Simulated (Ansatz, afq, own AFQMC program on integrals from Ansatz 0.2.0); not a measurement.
# H₂Cl (doublet): quantum Monte Carlo beside coupled cluster at distance H1–H2 along a hydrogen transfer = 0.835 Å, cc-pVTZ

Aim: compute H₂Cl (doublet) with auxiliary-field quantum Monte Carlo on the same integrals as coupled cluster, and set the energies side by side.

Computed with Ansatz 0.2.0, Gaussian basis, and an in-house AFQMC program (afq) on its integrals; all values are calculated. Level: cc-pVTZ, frozen cores.

Plan: PBE (unrestricted); CCSD(T) on UHF; r2SCAN (unrestricted); PBE0 (unrestricted); B3LYP (unrestricted); CCSDT(Q) on UHF; wB97M-V (unrestricted); B2PLYP (unrestricted); Phaseless AFQMC, CISD trial on UHF.

### Step 1. The system

The geometry derives from fragments relaxed apart (PBE0/def2-TZVP) and kept rigid, so it is no stationary point. A hydrogen atom is moved between rigid fragments.

3 atoms, charge 0, spin multiplicity 2.

Atoms are counted from 1 here; the program's logs count them from 0.

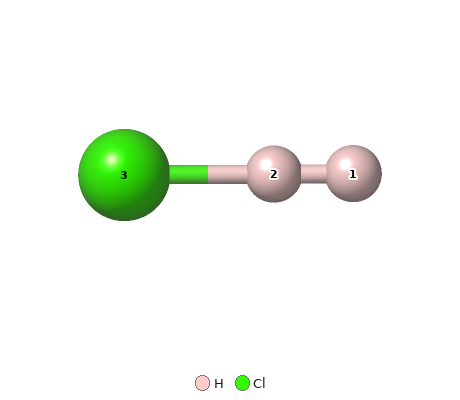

The structure; hydrogen pink, chlorine green; atoms are numbered from 1 in the order of the file.

### Step 2. PBE (unrestricted)

File in.yaml:

```yaml
crystal:
  periodic: [false, false, false]
  atoms:
    - {symbol: H, position_ang: [0.000000, 0.000000, -1.082000]}
    - {symbol: H, position_ang: [0.000000, 0.000000, -0.247000]}
    - {symbol: Cl, position_ang: [0.000000, 0.000000, 1.329000]}
basis:
  gaussian: {orbitals: cc-pVTZ}
magnetization: {spin_polarized: true, initial_magnetization: 1}
hamiltonian: {xc: {name: PBE}}
output: {orbitals: {seedname: orbitals}}
```

On the command line:

```bash
> ansatz run in.yaml --threads 1 --pin off --events-out ev --progress --plain --max-ram 5632MiB --backend cpu
```

Standard output:

```text
Functional definition: PBE
  name "PBE"
  cite "Perdew, Burke & Ernzerhof, Phys. Rev. Lett. 77, 3865 (1996) doi:10.1103/PhysRevLett.77.3865"
  parent pbe
  parameter kappa = 0.804
  parameter beta = 0.06672455060314922
  exchange = pbe_x(kappa = kappa, mu = beta*pi^2/3)
  correlation = pbe_c(beta = beta)
393 factors; their error is unknown
mean field evaluation 1: about -12547.7751 eV, gradient 7.0e0 eV
mean field evaluation 2: about -12547.8673 eV, gradient 6.5e0 eV
mean field evaluation 4: about -12548.1640 eV, gradient 6.0e-1 eV
mean field evaluation 8: about -12548.1555 eV, gradient 1.0e-2 eV
mean field evaluation 16: about -12546.5042 eV, gradient 5.8e-1 eV
mean field -12548.15551872 eV, -461.1362098676 hartree, gradient 4.0e-5 eV, S^2 0.754490; 4 other end points of the search recorded, 0 dependent functions left out
reference -12548.15554694 eV, -461.1362109047 hartree; 10, 9 occupied and 52, 53 virtual orbitals, 393 factors
Total energy: -12548.15554694 eV, -461.1362109047 hartree
```

Run time: 1 s. Hardware: 1 thread of AMD EPYC 7R13 (Zen 3), shared host; peak memory 1.5 GiB.

From the report: ⟨S²⟩ of the determinant 0.754 (pure doublet: 0.75).

### Step 3. CCSD(T) on UHF

Edit in.yaml of step 2 so:

```diff
@@ -9,3 +9,2 @@
 magnetization: {spin_polarized: true, initial_magnetization: 1}
-hamiltonian: {xc: {name: PBE}}
-output: {orbitals: {seedname: orbitals}}
+correlation: {method: ccsd_t, electrons: outside_noble_gas, hamiltonian_folder: ham}
```

On the command line:

```bash
> ansatz run in.yaml --threads 1 --pin off --events-out ev --progress --plain --max-ram 16896MiB --backend cuda --devices 0, --max-vram 18GiB
```

Standard output, cut to the lines that bear on the results:

```text
Functional definition: HF
  name "HF"
  cite "Fock, Z. Phys. 61, 126 (1930) doi:10.1007/BF01340294"
  parent pbe
[...]
347 factors; integrals over basis functions are off by at most 1.3e-3 eV
[...]
mean field -12533.23552416 eV, -460.5879101808 hartree, gradient 5.6e-6 eV, S^2 0.787379; 5 other end points of the search recorded, 0 dependent functions left out
determinant -12533.23552416 eV, -460.5879101808 hartree, with singles and doubles -12539.67197885 eV, -460.8244455279 hartree
determinant -12532.01508445 eV, -460.5430598486 hartree, with singles and doubles -12538.34511987 eV, -460.7756843595 hartree
5 core orbitals not correlated: weight in the atoms' cores, before any rotation towards them, 1.000 or more for the frozen orbitals, at most 0.000 for the correlated occupied ones
reference -12533.23552416 eV, -460.5879101808 hartree; 5, 4 occupied and 52, 53 virtual orbitals, 347 factors
second order -5.61841270 eV of doubles, -0.00000000 eV of singles
cycle   1  -6.38006911 eV  change   -2.1e-1 eV  update   1.3e-2
[...]
cycle   9  -6.38838330 eV  change    5.9e-6 eV  update   3.4e-6
perturbative correction -0.21183091 eV, -0.0077846423 hartree
Total energy: -12539.83573837 eV, -460.8304635791 hartree
```

It took 2.3 s on 1 × NVIDIA H100 80GB HBM3 with 1 thread of AMD EPYC 7R13 (Zen 3), shared host; peak host memory 1.5 GiB.

From the report: ⟨S²⟩ of the determinant 0.787 (pure doublet: 0.75); correlation -6.6002 eV; T1 0.015; largest double amplitude 0.06.

This run also writes the integrals to the folder ham.

### Step 4. r2SCAN (unrestricted)

Edit in.yaml of step 3 so:

```diff
@@ -9,2 +9,2 @@
 magnetization: {spin_polarized: true, initial_magnetization: 1}
-correlation: {method: ccsd_t, electrons: outside_noble_gas, hamiltonian_folder: ham}
+hamiltonian: {xc: {name: r2SCAN}}
```

On the command line:

```bash
> ansatz run in.yaml --threads 1 --pin off --events-out ev --progress --plain --max-ram 5632MiB --backend cpu
```

Standard output:

```text
Functional definition: r2SCAN
  name "r2SCAN"
  cite "Furness, Kaplan, Ning, Perdew & Sun, J. Phys. Chem. Lett. 11, 8208 (2020) doi:10.1021/acs.jpclett.0c02405"
  cite "Furness, Kaplan, Ning, Perdew & Sun, J. Phys. Chem. Lett. 11, 9248 (2020) doi:10.1021/acs.jpclett.0c03077"
  parent r2scan
  parameter k0 = 0.174
  parameter k1 = 0.065
  parameter a1 = 4.9479
  exchange = r2scan_x(k0 = k0, k1 = k1, a1 = a1)
  correlation = r2scan_c
393 factors; their error is unknown
mean field evaluation 1: about -12552.2110 eV, gradient 6.1e0 eV
mean field evaluation 2: about -12552.3653 eV, gradient 4.6e0 eV
mean field evaluation 4: about -12552.5009 eV, gradient 5.9e-1 eV
mean field evaluation 8: about -12552.4931 eV, gradient 1.3e-2 eV
mean field evaluation 16: about -12550.0924 eV, gradient 1.0e1 eV
mean field -12552.49312038 eV, -461.2956137887 hartree, gradient 2.4e-5 eV, S^2 0.759240; 4 other end points of the search recorded, 0 dependent functions left out
reference -12552.49312872 eV, -461.2956140952 hartree; 10, 9 occupied and 52, 53 virtual orbitals, 393 factors
Total energy: -12552.49312872 eV, -461.2956140952 hartree
```

Run time: 2.3 s. Hardware: 1 thread of AMD EPYC 7R13 (Zen 3), shared host; peak memory 1.5 GiB.

From the report: ⟨S²⟩ of the determinant 0.759 (pure doublet: 0.75).

### Step 5. PBE0 (unrestricted)

Edit in.yaml of step 4 so:

```diff
@@ -9,2 +9,3 @@
 magnetization: {spin_polarized: true, initial_magnetization: 1}
-hamiltonian: {xc: {name: r2SCAN}}
+hamiltonian: {xc: {name: PBE0}}
+output: {orbitals: {seedname: orbitals}}
```

Launched as before.

Standard output:

```text
Functional definition: PBE0
  name "PBE0"
  cite "Adamo & Barone, J. Chem. Phys. 110, 6158 (1999) doi:10.1063/1.478522"
  cite "Perdew, Burke & Ernzerhof, Phys. Rev. Lett. 77, 3865 (1996) doi:10.1103/PhysRevLett.77.3865"
  parent pbe
  parameter a = 0.25
  parameter kappa = 0.804
  parameter beta = 0.06672455060314922
  exchange = (1 - a)*pbe_x(kappa = kappa, mu = beta*pi^2/3) + a*exact_x
  correlation = pbe_c(beta = beta)
419 factors; their error is unknown
mean field evaluation 1: about -12548.8959 eV, gradient 4.7e0 eV
mean field evaluation 2: about -12549.0180 eV, gradient 2.7e0 eV
mean field evaluation 4: about -12549.0565 eV, gradient 1.7e-1 eV
mean field evaluation 8: about -12549.1325 eV, gradient 1.9e-1 eV
mean field evaluation 16: about -12548.1763 eV, gradient 6.4e0 eV
mean field -12549.13250112 eV, -461.1721133088 hartree, gradient 2.4e-5 eV, S^2 0.759321; 1 other end points of the search recorded, 0 dependent functions left out
reference -12549.13252219 eV, -461.1721140829 hartree; 10, 9 occupied and 52, 53 virtual orbitals, 419 factors
Total energy: -12549.13252219 eV, -461.1721140829 hartree
```

Run time: 0.67 s. Hardware: 1 thread of AMD EPYC 7R13 (Zen 3), shared host; peak memory 1.5 GiB.

From the report: ⟨S²⟩ of the determinant 0.759 (pure doublet: 0.75).

### Step 6. B3LYP (unrestricted)

Edit in.yaml of step 5 so:

```diff
@@ -9,3 +9,2 @@
 magnetization: {spin_polarized: true, initial_magnetization: 1}
-hamiltonian: {xc: {name: PBE0}}
-output: {orbitals: {seedname: orbitals}}
+hamiltonian: {xc: {name: B3LYP}}
```

Launched as before.

Standard output, cut to the lines that bear on the results:

```text
Functional definition: B3LYP
  name "B3LYP"
  cite "Stephens, Devlin, Chabalowski & Frisch, J. Phys. Chem. 98, 11623 (1994) doi:10.1021/j100096a001"
  cite "Becke, Phys. Rev. A 38, 3098 (1988) doi:10.1103/PhysRevA.38.3098"
  cite "Lee, Yang & Parr, Phys. Rev. B 37, 785 (1988) doi:10.1103/PhysRevB.37.785"
  cite "Vosko, Wilk & Nusair, Can. J. Phys. 58, 1200 (1980) doi:10.1139/p80-159"
[...]
408 factors; their error is unknown
[...]
mean field -12553.96847580 eV, -461.3498321002 hartree, gradient 1.5e-5 eV, S^2 0.757312; 1 other end points of the search recorded, 0 dependent functions left out
reference -12553.96866168 eV, -461.3498389313 hartree; 10, 9 occupied and 52, 53 virtual orbitals, 408 factors
Total energy: -12553.96866168 eV, -461.3498389313 hartree
```

Run time: 0.67 s. Hardware: 1 thread of AMD EPYC 7R13 (Zen 3), shared host; peak memory 1.5 GiB.

From the report: ⟨S²⟩ of the determinant 0.757 (pure doublet: 0.75).

### Step 7. CCSDT(Q) on UHF

Edit in.yaml of step 6 so:

```diff
@@ -9,2 +9,2 @@
 magnetization: {spin_polarized: true, initial_magnetization: 1}
-hamiltonian: {xc: {name: B3LYP}}
+correlation: {method: ccsdt_q, electrons: outside_noble_gas}
```

On the command line:

```bash
> ansatz run in.yaml --threads 1 --pin off --events-out ev --progress --plain --max-ram 16896MiB --backend cuda --devices 0, --max-vram 18GiB
```

Standard output, cut to the lines that bear on the results:

```text
Functional definition: HF
  name "HF"
  cite "Fock, Z. Phys. 61, 126 (1930) doi:10.1007/BF01340294"
  parent pbe
[...]
670 factors; integrals over basis functions are off by at most 1.9e-7 eV
[...]
mean field -12533.23552764 eV, -460.5879103086 hartree, gradient 6.0e-6 eV, S^2 0.787379; 5 other end points of the search recorded, 0 dependent functions left out
determinant -12533.23552764 eV, -460.5879103086 hartree, with singles and doubles -12539.67199047 eV, -460.8244459548 hartree
determinant -12532.01508527 eV, -460.5430598787 hartree, with singles and doubles -12538.34513524 eV, -460.7756849246 hartree
5 core orbitals not correlated: weight in the atoms' cores, before any rotation towards them, 1.000 or more for the frozen orbitals, at most 0.000 for the correlated occupied ones
reference -12533.23552764 eV, -460.5879103086 hartree; 5, 4 occupied and 52, 53 virtual orbitals, 670 factors
second order -5.61842721 eV of doubles, -0.00000000 eV of singles
cycle   1  -6.16293768 eV  change   -5.4e-1 eV  update   6.2e-2
[...]
cycle  15  -6.62060742 eV  change    7.2e-7 eV  update   1.8e-7
perturbative correction -0.00788592 eV, -0.0002898021 hartree
Total energy: -12539.86402097 eV, -460.8315029456 hartree
```

It took 3.2 s on 1 × NVIDIA H100 80GB HBM3 with 1 thread of AMD EPYC 7R13 (Zen 3), shared host; peak host memory 1.5 GiB.

From the report: ⟨S²⟩ of the determinant 0.787 (pure doublet: 0.75); correlation -6.6285 eV; T1 0.015; largest double amplitude 0.07.

### Step 8. wB97M-V (unrestricted)

Edit in.yaml of step 7 so:

```diff
@@ -9,2 +9,3 @@
 magnetization: {spin_polarized: true, initial_magnetization: 1}
-correlation: {method: ccsdt_q, electrons: outside_noble_gas}
+hamiltonian: {xc: {name: wB97M-V}}
+output: {orbitals: {seedname: orbitals}}
```

On the command line:

```bash
> ansatz run in.yaml --threads 1 --pin off --events-out ev --progress --plain --max-ram 5632MiB --backend cpu
```

Standard output, cut to the lines that bear on the results:

```text
Functional definition: wB97M-V
  name "wB97M-V"
  cite "Mardirossian & Head-Gordon, J. Chem. Phys. 144, 214110 (2016) doi:10.1063/1.4952647"
  cite "Becke, J. Chem. Phys. 107, 8554 (1997) doi:10.1063/1.475007"
  cite "Vydrov & Van Voorhis, J. Chem. Phys. 133, 244103 (2010) doi:10.1063/1.3521275"
  # Of w^i u^j: cxij and so on, Table III.
[...]
  gx(w, u) = 1 - cx + cx01*u + cx10*w
  gss(w, u) = css00 + css04*u^4 + css10*w + css20*w^2 + css43*w^4*u^3
  gos(w, u) = cos00 + cos10*w + (cos20 + cos21*u)*w^2 + (cos60 + cos61*u)*w^6
[...]
      + integral(e_c_pw_mod_opposite_spin*gos(b97_w_opposite, b97_u_opposite)) + vv10(b, c)
396 factors; their error is unknown
83 factors; integrals over basis functions are off by at most 9.0e-5 eV
[...]
mean field -12552.26023243 eV, -461.2870553144 hartree, gradient 3.1e-5 eV, S^2 0.756678; 1 other end points of the search recorded, 0 dependent functions left out
reference -12552.26026054 eV, -461.2870563472 hartree; 10, 9 occupied and 52, 53 virtual orbitals, 396 factors
Total energy: -12552.26026054 eV, -461.2870563472 hartree
```

Run time: 2.2 s. Hardware: 1 thread of AMD EPYC 7R13 (Zen 3), shared host; peak memory 1.5 GiB.

From the report: ⟨S²⟩ of the determinant 0.757 (pure doublet: 0.75).

### Step 9. B2PLYP (unrestricted)

Edit in.yaml of step 8 so:

```diff
@@ -9,3 +9,3 @@
 magnetization: {spin_polarized: true, initial_magnetization: 1}
-hamiltonian: {xc: {name: wB97M-V}}
-output: {orbitals: {seedname: orbitals}}
+hamiltonian: {xc: {name: B2PLYP}}
+correlation: {electrons: outside_noble_gas}
```

Same command.

Standard output, cut to the lines that bear on the results:

```text
Functional definition: B2PLYP
  name "B2PLYP"
  cite "Grimme, J. Chem. Phys. 124, 034108 (2006) doi:10.1063/1.2148954"
  cite "Becke, Phys. Rev. A 38, 3098 (1988) doi:10.1103/PhysRevA.38.3098"
  cite "Lee, Yang & Parr, Phys. Rev. B 37, 785 (1988) doi:10.1103/PhysRevB.37.785"
[...]
347 factors; integrals over basis functions are off by at most 1.3e-3 eV
[...]
mean field -12547.79636024 eV, -461.1230110371 hartree, gradient 3.8e-6 eV, S^2 0.766919; 2 other end points of the search recorded, 0 dependent functions left out
5 core orbitals not correlated: weight in the atoms' cores, before any rotation towards them, 1.000 or more for the frozen orbitals, at most 0.000 for the correlated occupied ones
reference -12547.79647840 eV, -461.1230153793 hartree; 5, 4 occupied and 52, 53 virtual orbitals, 347 factors
second order -6.89327349 eV of doubles, -0.00000000 eV of singles
Total energy: -12549.65766224 eV, -461.1914126239 hartree
```

Run time: 1.1 s. Hardware: 1 thread of AMD EPYC 7R13 (Zen 3), shared host; peak memory 1.6 GiB.

From the report: ⟨S²⟩ of the determinant 0.767 (pure doublet: 0.75).

### Step 10. Phaseless AFQMC, CISD trial on UHF

It reads the integrals that the CCSD(T) run on this determinant wrote.

On the command line:

```bash
> afq ham --method phaseless --trial cisd --walkers 4000 --populations 20 --least-time 60 --time-step 0.005 --steps-per-block 50 --equilibration-blocks 28 --max-blocks 4000 --target-error 0.00018 --factor-cut 1e-05 --start spin_pure --seed 1200 --release-times 0.24,0.51,0.99,1.62,2.4 --release-step 0.03 --release-every 3 --taylor-order 6
```

Standard output:

```text
orbitals 57  electrons 5 4  factors 339 of 347
reference energy -460.58791018 Eh
CCSD correlation -0.23476876 Eh in 10 cycles, weight of the determinant in the CISD state 0.9062
energy of the start -460.821383 Eh
 block  time / (1/Eh)  mean weight  energy / Eh
     1     0.250  1.0001  -460.820837
     2     0.500  0.9997  -460.823890
     3     0.750  1.0001  -460.826261
     4     1.000  1.0003  -460.828216
     5     1.250  0.9998  -460.829486
     6     1.500  1.0001  -460.830417
     7     1.750  0.9999  -460.830688
     8     2.000  0.9998  -460.830844
     9     2.250  0.9998  -460.831677
    10     2.500  1.0002  -460.831089
    11     2.750  0.9998  -460.830906
    12     3.000  1.0001  -460.831263
    13     3.250  0.9999  -460.831847
    14     3.500  1.0002  -460.831584
    15     3.750  0.9999  -460.831474
    16     4.000  0.9998  -460.831744
    17     4.250  0.9996  -460.830796
    18     4.500  0.9999  -460.831150
    19     4.750  1.0001  -460.830552
    20     5.000  1.0000  -460.830873
    21     5.250  1.0004  -460.831520
    22     5.500  0.9999  -460.831352
    23     5.750  1.0000  -460.832020
    24     6.000  0.9998  -460.831347
    25     6.250  0.9999  -460.831653
    26     6.500  1.0001  -460.831500
    27     6.750  1.0001  -460.831104
    28     7.000  0.9998  -460.830976
    29     7.250  1.0000  -460.831125
    30     7.500  1.0001  -460.831864
    31     7.750  0.9998  -460.831716
    32     8.000  0.9999  -460.831227
    33     8.250  0.9999  -460.831170
    34     8.500  1.0001  -460.830567
    35     8.750  1.0000  -460.831002
    36     9.000  0.9998  -460.830854
    37     9.250  1.0000  -460.831104
    38     9.500  0.9997  -460.830739
    39     9.750  1.0002  -460.830786
    40    10.000  1.0002  -460.831026
    41    10.250  1.0001  -460.830986
    42    10.500  1.0001  -460.830975
    43    10.750  1.0002  -460.830388
    44    11.000  0.9999  -460.830570
    45    11.250  0.9999  -460.830272
    46    11.500  1.0001  -460.831134
    47    11.750  1.0000  -460.830256
    48    12.000  1.0001  -460.830856
    49    12.250  1.0004  -460.831224
    50    12.500  0.9995  -460.831465
    51    12.750  1.0003  -460.831467
    52    13.000  1.0002  -460.831160
    53    13.250  1.0001  -460.831352
    54    13.500  0.9998  -460.831509
    55    13.750  0.9998  -460.830694
    56    14.000  0.9998  -460.831805
    57    14.250  1.0003  -460.831536
    58    14.500  1.0001  -460.831057
    59    14.750  1.0000  -460.831685
    60    15.000  1.0000  -460.831259
    61    15.250  1.0001  -460.831107
    62    15.500  0.9999  -460.830698
    63    15.750  1.0000  -460.830677
    64    16.000  0.9998  -460.830696
    65    16.250  1.0003  -460.831020
    66    16.500  1.0005  -460.830798
    67    16.750  1.0001  -460.830378
    68    17.000  0.9996  -460.830390
    69    17.250  0.9995  -460.830649
    70    17.500  0.9999  -460.830476
    71    17.750  1.0004  -460.830967
    72    18.000  1.0003  -460.830499
    73    18.250  1.0001  -460.830904
    74    18.500  0.9998  -460.831418
    75    18.750  0.9997  -460.831818
    76    19.000  0.9999  -460.831503
    77    19.250  1.0000  -460.831305
    78    19.500  0.9997  -460.831591
error from the spread of 20 populations
released: time / (1/Eh)  energy / Eh  error  mean overlap
  0.24  -460.831120  0.000093  0.9995
  0.51  -460.831337  0.000068  0.9946
  0.99  -460.831463  0.000094  0.9900
  1.62  -460.831551  0.000086  0.9871
  2.40  -460.831434  0.000107  0.9865
energy -460.831034 +/- 0.000118 Eh
```

It took 41 s on 1 × NVIDIA H100 80GB HBM3 with 2 threads of AMD EPYC 7R13 (Zen 3), shared host; peak host memory 1.6 GiB.

Energy -12539.8513 ± 0.0032 eV. Caveats: constraint bias not in the error.

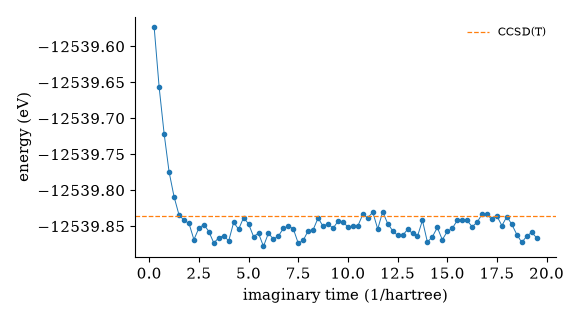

Block energies along the walk.

### Step 11. AFQMC on the ladder

On the UHF determinant, counted from CCSDT(Q) (a yardstick, not exact):

```csv
level,energy (eV),from CCSDT(Q) (kJ/mol),statistical error (kJ/mol),time
HF,-12533.2355,+639.6,,
MP2,-12538.8539,+97.5,,
CCSD,-12539.6239,+23.2,,
CCSD(T),-12539.8357,+2.7,,
CCSDT(Q),-12539.8640,0.0,,
"Phaseless AFQMC, CISD trial, step 0.005, 4000 walkers",-12539.8513,+1.2,0.3,41 s
```

The functionals' totals stand on their own zeros and serve differences with other points: PBE -12548.156 eV; r2SCAN -12552.493 eV; PBE0 -12549.133 eV; B3LYP -12553.969 eV; wB97M-V -12552.260 eV; B2PLYP -12549.658 eV.

### Step 12. What came out

| quantity | value |
| --- | --- |
| CCSD(T) on UHF from CCSDT(Q) | +2.7 kJ/mol |
| Phaseless AFQMC, CISD trial on UHF from CCSDT(Q) | +1.2 ± 0.3 kJ/mol |

**Reading.** On UHF the phaseless walk with the CISD trial lies +1.2 kJ/mol from CCSDT(Q), 4 times its error bar. Error bars are statistical and leave out the constraint, the time step and what remains of the start.
